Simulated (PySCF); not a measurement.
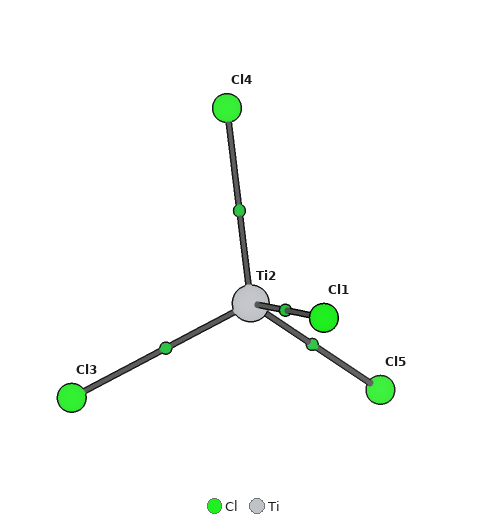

Cl4Ti, SMILES `Cl[Ti](Cl)(Cl)Cl`. Molecular graph of the electron density (QTAIM): bond paths, bond critical points (green), ring points (magenta, if any); weak paths are dashed.

Level of theory: r2SCAN/def2-SVPD (PySCF), at a geometry from GFN2-xTB. This is a single-reference result, which may miss multireference character in this system. No frequency check shows the geometry to be a minimum. GFN2-xTB bond lengths at metals and heavier atoms can be off by up to 0.1 Å and shapes distorted, which carries into these values.

Coordinates in Å:

```
Cl1      1.4557    0.9233    1.2188
Ti2      0.0000    0.0000    0.0000
Cl3     -1.4557   -0.9233    1.2188
Cl4     -0.9233    1.4556   -1.2188
Cl5      0.9233   -1.4556   -1.2188
```

Question: How many critical points of each kind are there, and does the count close?

Answer: 5 nuclei, 4 bond, 0 ring and 0 cage critical points: 5 − 4 + 0 − 0 = 1, as the Poincaré–Hopf relation requires.

Question: What does the calculation give at each kind of bond critical point?

Answer:
```json
{"bond": "Cl1–Ti2 (4 alike)", "length (Å)": "2.111", "ρ (a.u.)": "0.113", "∇²ρ (a.u.)": "+0.32", "ε": "0.00", "H (a.u.)": "−0.035"}
```

Question: What kind of interaction is Cl1–Ti2?

Answer: Polar or intermediate (positive Laplacian, negative energy density H): ρ = 0.113, ∇²ρ = +0.32, H = −0.035 a.u.
